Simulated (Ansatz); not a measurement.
# C3H5ClSi: nudged elastic band (part 2 of 2)

C3H5ClSi, SMILES C=C=C([SiH3])Cl; RKS PBE0-D4/def2-SVP (Ansatz 0.2.0). The run did not end well. It belongs to a series of runs on one base structure; here: band between the two ends.

Geometry of the input (Å):
```
C  -0.9122  1.9924  -0.4858
C  -0.3834  0.8006  -0.5814
C  0.1507  -0.3947  -0.6245
Si 0.6665  -1.3744  0.8943
Cl 0.4384  -1.1974  -2.1589
H  -0.2866  2.8918  -0.4873
H  -1.9965  2.1274  -0.4070
H  -0.0720  -2.6708  0.9161
H  0.3470  -0.5746  2.1117
H  2.1312  -1.6515  0.8257
```

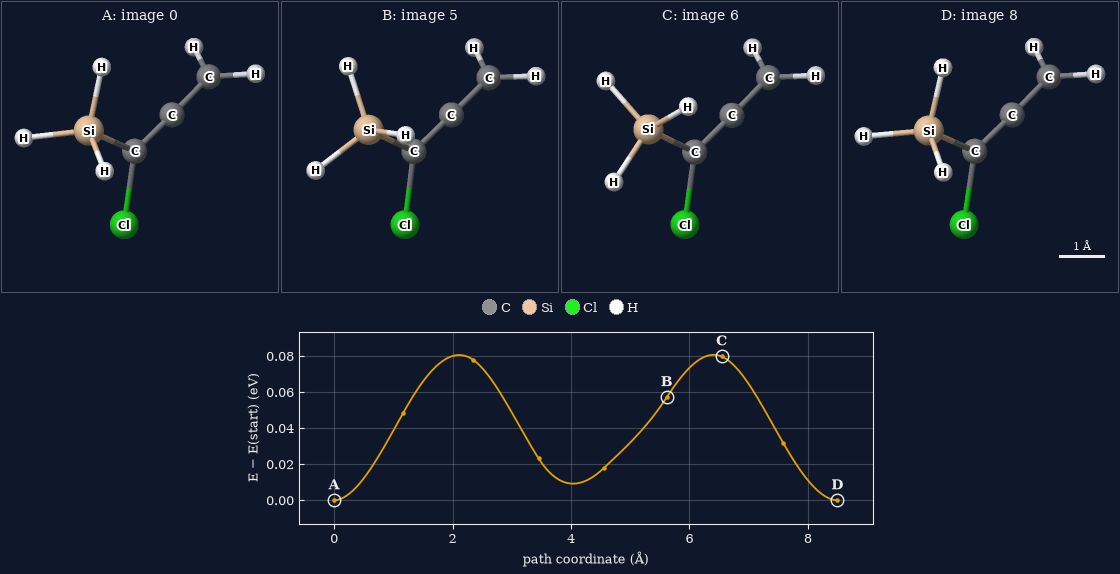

**Figure 1.** Images of the last band (counted from 0; ball-and-stick, seen at a tilt) above the energy along the path; the line is a cubic interpolation that uses the forces. The highest image is number 6, 0.080 eV above the start and 0.080 eV above the end (the climbing image); start and end have the same energy. The path is 8.50 Å long. The band had not converged after 60 iterations.

```
Unfinished report: {"positions_ang":[[-0.96211967423966,1.9516679045495366,-0.5287150024223584],[-0.35898696921783824,0.7870376060373622,-0.5926216652171375],[0.23379904923097078,-0.3820870634292015,-0.6290801890976682],[0.6724229571969983,-1.3540046414967175,0.9269244231723935],[0.5918991935532291,-1.1174257302311783,-2.17986622350167],[-0.39179877980797484,2.88446634986235,-0.5305301213092934],[-2.052958454204764,2.0169667161931506,-0.48910507516149476],[1.5187396382549256,-0.519475670824218,1.8262700190541044],[1.408999575887885,-2.591173003851794,0.548881594249086],[-0.5768965366537723,-1.7271734768092895,1.6507432402340396]],"unchecked":["starts","cluster_reference","orbital_swaps","neighbouring_geometries","increment"],"mean_field":{"relativity":"none","state":{"energy":{"ev":-23570.605040114646,"hartree":-866.2037584942905},"converged":true,"gradient_ev":0.000015941673097149234,"stability":{"kind":"minimum","curvature_ev":33.006122137250884},"curvature_floor_ev":0.00030000000000000003,"spin_squared":-2.4868995751603507e-14},"others":[],"fillings":{"estimated":0,"unestimated":0,"tried":0,"untried":0,"excluded_magnetic_sites":0},"n_dropped_functions":0,"n_trapped_functions":0,"passes":{"evaluations":4,"products":26},"factors":{"origin":"Cholesky decomposition","count":1120,"bound_ev":0.00029785086623170854},"gradient_stop_ev":0.00009,"reference_kind":"stationary","functional":{"name":"PBE0","citations":["Adamo & Barone, J. Chem. Phys. 110, 6158 (1999) doi:10.1063/1.478522","Perdew, Burke & Ernzerhof, Phys. Rev. Lett. 77, 3865 (1996) doi:10.1103/PhysRevLett.77.3865"],"text":"name \"PBE0\"\ncite \"Adamo & Barone, J. Chem. Phys. 110, 6158 (1999) doi:10.1063/1.478522\"\ncite \"Perdew, Burke & Ernzerhof, Phys. Rev. Lett. 77, 3865 (1996) doi:10.1103/PhysRevLett.77.3865\"\nparent pbe\nparameter a = 0.25\nparameter kappa = 0.804\nparameter beta = 0.06672455060314922\nexchange = (1 - a)*pbe_x(kappa = kappa, mu = beta*pi^2/3) + a*exact_x\ncorrelation = pbe_c(beta = beta)\n","parameters":{"a":{"value":0.25,"default":0.25},"beta":{"value":0.06672455060314922,"default":0.06672455060314922},"kappa":{"value":0.804,"default":0.804}},"final_grid":{"core_spheres":13.0,"valence_spheres":11.0,"degree":36.0},"final_grid_parameter_source":"default","radial_points_factor":1.0,"radial_grid_error_ev":3.235511906987185e-7,"grid_sensitivity":"normal","grid_sensitivity_ratio":0.001870803151768979},"unsmoothed_excess_ev":-0.000027949951529664926,"symmetry":{"irreps":["A"],"axes":[[0.9999362604250408,0.010944170698305012,0.002774926109205533],[-0.010883915943968115,0.9997229273846235,-0.020871244218871654],[-0.003002575712588321,0.02083971183211296,0.9997783209041118]],"occupied":[{"A":27},{"A":27}]},"held":{"pivots":1120,"left_out":0,"joined":0},"density_repulsion":{"missed_ev":0.000013163430433004114,"excess_ev":0.0,"most_excess_ev":0.0001458,"are_drawn_again":false,"n_first_factors":1120,"energy_change_ev":0.0,"n_dropped_ends":0}},"factors":{"origin":"Cholesky decomposition","count":1120,"bound_ev":0.00029785086623170854},"n_frozen":0,"n_occupied":[27,27],"n_virtual":[76,76],"reference":{"ev":-23570.605040114646,"hartree":-866.2037584942905},"dispersion":{"energy":{"ev":-0.20641764224187326,"hartree":-0.007585708437485691},"switches_in_reach":[]},"total":{"ev":-23570.81145775689,"hartree":-866.211344202728},"forces_ev_per_angstrom":[[0.2163733871005232,-0.3974581442153177,-0.018004030929968353],[-0.1276502972335019,0.23919882681755136,0.0013361073513506318],[-0.07589656423037773,0.12329383510773069,-0.04256099003551767],[0.012862577533833332,-0.025828602424437724,0.0457872141687124],[0.015543180836782957,-0.06918772381771485,-0.017613698315965962],[0.03255128401937594,0.06890553378543174,0.04704104969759556],[-0.07186236207980073,0.02033993895140544,-0.00747066242336144],[0.012286551582381278,0.040298982884093316,0.021757105322193042],[0.020117041475180873,0.003286368845042163,-0.04679800791271639],[-0.03432479900385334,-0.002849015928647576,0.016525913066397405]],"charge_distribution":{"dipole_moment_e_ang":[-0.12273462609078291,0.23504287008361321,0.21475567610193777],"mulliken_charges_e":[-0.20179581389956702,0.18293253102047302,-0.373894051662341,0.4643457990483242,-0.09015385469167825,0.0954073146735771,0.09554406949509986,-0.05857870971615453,-0.056580958497965295,-0.0572263257697756],"lowdin_charges_e":[0.006890103650377455,-0.09066990124103391,-0.3568597470113639,0.352924072269321,0.22971488708475718,0.03306418992915239,0.033197115453605264,-0.06991087845765032,-0.0682123181520018,-0.07013752352515246]},"n_threads":2,"memory_gib":2.556818182580173,"seconds":{"hamiltonian":0.921596975,"orbitals":0.0,"second_order":0.0,"solver_start":0.0,"cycles":0.0,"cycle":0.0,"perturbative":0.0,"full_ci_increment":0.0,"forces":0.0}}
this run last wrote the band of iteration 60 to [file]
Error: NEB band did not converge after 60 iterations: max|band force component| = 3.99e-1 eV/Å (threshold 5.0e-2); raise `neb.max_iterations` in a new run, which can start from the last band evaluated (`neb.initial_path`, with `crystal.atoms` and `neb.final_atoms` set to its first and last images), add images, or start from endpoints closer to local minima. Where this run's directory can be resumed (`checkpoint.write`), a resume goes on for up to `neb.max_iterations` more; to start a new run from the last band, take its images' positions from the `neb_iteration` event of iteration 60 (`data.images[].positions_ang`), in the event stream of the run that computed that iteration (not this run's, if it was resumed behind it). With `checkpoint.write`, `steps/00-neb/state/checkpoint.json` in the run directory holds the last saved band, under `neb.evaluated.images[].positions_ang` (a band under a hybrid functional on support functions is neither saved nor resumed: `neb.initial_path` says where its path is): check the last entry of `neb.iterations` there, which is earlier than 60 if that iteration was not saved or its write failed. If the band's step has no `state` directory and holds `state.next`, a write was cut short, and the file is under `state.next` instead (behind a loss of power it can be under `state.prev`)
this run wrote the band of iteration 60 to [file] as well, whether or not its events were kept: a new run's `neb.initial_path` can list its `images[].positions_ang`
a run's events are kept only if it was started with --events-out <file>, and are in that file
```

The last band as extended XYZ (Å, eV, eV/Å):
```
10
Properties=species:S:1:pos:R:3:forces:R:3 image=0 energy=-23570.89127
C    -0.9122    1.9924   -0.4858   -0.0007  -0.0002   0.0001
C    -0.3834    0.8006   -0.5814    0.0007   0.0013   0.0002
C     0.1507   -0.3947   -0.6245   -0.0004  -0.0006   0.0002
Si    0.6665   -1.3744    0.8943   -0.0007  -0.0002  -0.0006
Cl    0.4384   -1.1974   -2.1589    0.0016   0.0007   0.0007
H    -0.2866    2.8918   -0.4873   -0.0007   0.0002  -0.0012
H    -1.9965    2.1274   -0.4070    0.0001  -0.0003   0.0006
H    -0.0720   -2.6708    0.9161   -0.0008   0.0001   0.0005
H     0.3470   -0.5746    2.1117    0.0009   0.0001   0.0001
H     2.1312   -1.6515    0.8257    0.0001  -0.0011  -0.0006
10
Properties=species:S:1:pos:R:3:forces:R:3 image=1 energy=-23570.84258
C    -0.8273    2.0319   -0.4972   -0.0033  -0.0042   0.0061
C    -0.3906    0.8014   -0.5690   -0.0088  -0.0070  -0.0040
C     0.0533   -0.4306   -0.6090   -0.0111  -0.0062  -0.0053
Si    0.6742   -1.3822    0.8965   -0.0072   0.0047  -0.0044
Cl    0.1097   -1.2920   -2.1381    0.0283  -0.0008  -0.0100
H    -0.1532    2.8831   -0.6445    0.0091  -0.0078   0.0488
H    -1.8829    2.2488   -0.2996   -0.0077  -0.0015  -0.0262
H     0.4884   -2.8361    0.6291   -0.0188  -0.0064   0.0231
H    -0.1103   -0.9698    2.0963    0.0149   0.0292   0.0083
H     2.1218   -1.1058    1.1384    0.0045   0.0001  -0.0362
10
Properties=species:S:1:pos:R:3:forces:R:3 image=2 energy=-23570.81330
C    -0.8001    2.0442   -0.5000    0.0100  -0.0066   0.0060
C    -0.3771    0.8083   -0.5668    0.0006  -0.0035  -0.0091
C     0.0416   -0.4325   -0.6074   -0.0116  -0.0104  -0.0065
Si    0.6883   -1.3831    0.8929   -0.0059   0.0056  -0.0040
Cl   -0.0529   -1.3293   -2.1147   -0.0155  -0.0139  -0.0052
H    -0.1348    2.8874   -0.7164    0.0161  -0.0041   0.0391
H    -1.8400    2.2729   -0.2396    0.0081  -0.0055  -0.0112
H     1.1960   -2.7015    0.4200    0.0155   0.0125   0.0099
H    -0.4219   -1.5935    1.8695    0.0021  -0.0018  -0.0029
H     1.7839   -0.6240    1.5656   -0.0195   0.0278  -0.0161
10
Properties=species:S:1:pos:R:3:forces:R:3 image=3 energy=-23570.86795
C    -0.7875    2.0553   -0.5083    0.0102   0.0035   0.0029
C    -0.3850    0.8124   -0.5604    0.0063   0.0018  -0.0101
C     0.0173   -0.4338   -0.5879   -0.0101  -0.0045  -0.0064
Si    0.7019   -1.3809    0.8877   -0.0005   0.0007   0.0022
Cl   -0.1560   -1.3805   -2.0579   -0.0307  -0.0271   0.0038
H    -0.1192    2.8812   -0.7754    0.0138   0.0041   0.0301
H    -1.8109    2.3070   -0.2074    0.0093  -0.0056  -0.0093
H     1.7841   -2.2909    0.4172    0.0275   0.0190  -0.0039
H    -0.3903   -2.1980    1.4940   -0.0043  -0.0222  -0.0089
H     1.2286   -0.4229    1.9014   -0.0214   0.0302  -0.0004
10
Properties=species:S:1:pos:R:3:forces:R:3 image=4 energy=-23570.87340
C    -0.7054    2.0565   -0.5116    0.0055   0.0056  -0.0065
C    -0.4019    0.7867   -0.5839    0.0016   0.0108  -0.0006
C    -0.0711   -0.4809   -0.5982   -0.0267   0.0002   0.0130
Si    0.7040   -1.3591    0.8726   -0.0085  -0.0039   0.0068
Cl   -0.4314   -1.4924   -1.9855   -0.0010  -0.0007   0.0038
H    -0.0268    2.8221   -0.9042    0.0277   0.0063   0.0819
H    -1.6465    2.3923   -0.0613   -0.0266  -0.0142  -0.0914
H     2.1088   -1.7789    0.5879   -0.0260   0.0118  -0.0439
H    -0.1201   -2.5713    1.1510    0.0212  -0.0050   0.0359
H     0.6735   -0.4263    2.0362    0.0328  -0.0110   0.0010
10
Properties=species:S:1:pos:R:3:forces:R:3 image=5 energy=-23570.83405
C    -0.7756    2.0339   -0.5341   -0.0031  -0.0052   0.0041
C    -0.4143    0.7776   -0.5743   -0.0113   0.0001  -0.0172
C    -0.0377   -0.4773   -0.5900   -0.0075  -0.0054  -0.0083
Si    0.6976   -1.3592    0.9089    0.0023  -0.0017   0.0106
Cl   -0.1829   -1.4100   -2.0708    0.0265  -0.0223   0.0222
H    -0.0753    2.8328   -0.8043    0.0050  -0.0087   0.0602
H    -1.7915    2.3250   -0.2443   -0.0011  -0.0053  -0.0275
H     2.1518   -1.0374    1.0418   -0.0319  -0.0137  -0.0251
H     0.5326   -2.8320    0.7335   -0.0205   0.0482  -0.0036
H    -0.0216   -0.9045    2.1366    0.0417   0.0140  -0.0153
10
Properties=species:S:1:pos:R:3:forces:R:3 image=6 energy=-23570.81143
C    -0.9621    1.9517   -0.5287    0.2164  -0.3975  -0.0180
C    -0.3590    0.7870   -0.5926   -0.1277   0.2392   0.0013
C     0.2338   -0.3821   -0.6291   -0.0759   0.1233  -0.0426
Si    0.6724   -1.3540    0.9269    0.0129  -0.0258   0.0458
Cl    0.5919   -1.1174   -2.1799    0.0155  -0.0692  -0.0176
H    -0.3918    2.8845   -0.5305    0.0326   0.0689   0.0470
H    -2.0530    2.0170   -0.4891   -0.0719   0.0203  -0.0075
H     1.5187   -0.5195    1.8263    0.0123   0.0403   0.0218
H     1.4090   -2.5912    0.5489    0.0201   0.0033  -0.0468
H    -0.5769   -1.7272    1.6507   -0.0343  -0.0028   0.0165
10
Properties=species:S:1:pos:R:3:forces:R:3 image=7 energy=-23570.85940
C    -1.1146    1.8640   -0.5532    0.0055   0.0086   0.0039
C    -0.3244    0.8227   -0.5701    0.0073   0.0042  -0.0155
C     0.4468   -0.2363   -0.5675   -0.0111  -0.0029  -0.0075
Si    0.6498   -1.3739    0.9200   -0.0098   0.0170  -0.0114
Cl    1.2597   -0.7284   -2.0432    0.0030  -0.0576   0.0016
H    -0.7349    2.8661   -0.3280    0.0034   0.0053   0.0368
H    -2.1821    1.7638   -0.7794    0.0026   0.0066  -0.0025
H     0.3964   -0.5916    2.1622   -0.0320   0.0163   0.0260
H     2.0234   -1.9494    0.9410    0.0392   0.0397  -0.0209
H    -0.3370   -2.4881    0.8212   -0.0082  -0.0372  -0.0104
10
Properties=species:S:1:pos:R:3:forces:R:3 image=8 energy=-23570.89128
C    -1.1849    1.8272   -0.5443    0.0009  -0.0001   0.0001
C    -0.3493    0.8221   -0.5732   -0.0005  -0.0006   0.0014
C     0.4718   -0.1982   -0.5546   -0.0041   0.0029   0.0022
Si    0.6462   -1.3876    0.8901    0.0003   0.0003  -0.0014
Cl    1.5064   -0.5456   -1.9292    0.0036  -0.0019  -0.0055
H    -0.8780    2.8093   -0.1683   -0.0004  -0.0001  -0.0003
H    -2.2151    1.7184   -0.9009    0.0004   0.0006   0.0007
H    -0.2780   -0.9590    1.9792   -0.0008  -0.0004   0.0000
H     2.0587   -1.3708    1.3708    0.0000   0.0002   0.0018
H     0.3053   -2.7668    0.4334    0.0007  -0.0009   0.0010
```

What the run reported:

- outcome: not converged
- barrier, forward (band not converged): 0.080 eV
- barrier, backward: 0.080 eV
- hardware: 2 threads of AMD EPYC (Zen 5), 16 GiB of memory available, shared host
- wall time: 6 min (CPU time 12 min)
- peak memory: 0.27 GiB

Diagnosis:

The run did not converge: “NEB band did not converge after 60 iterations: max|band force component| = 3.99e-1 eV/Å (threshold 5.0e-2); raise `neb.max_iterations` in a new run, which can start from the last band evaluated (`neb.initial_path`, with `crystal.atoms` and `neb.final_atoms` set to its first and last images), add images, or start from endpoints closer to local minima …” Its last values are not results.
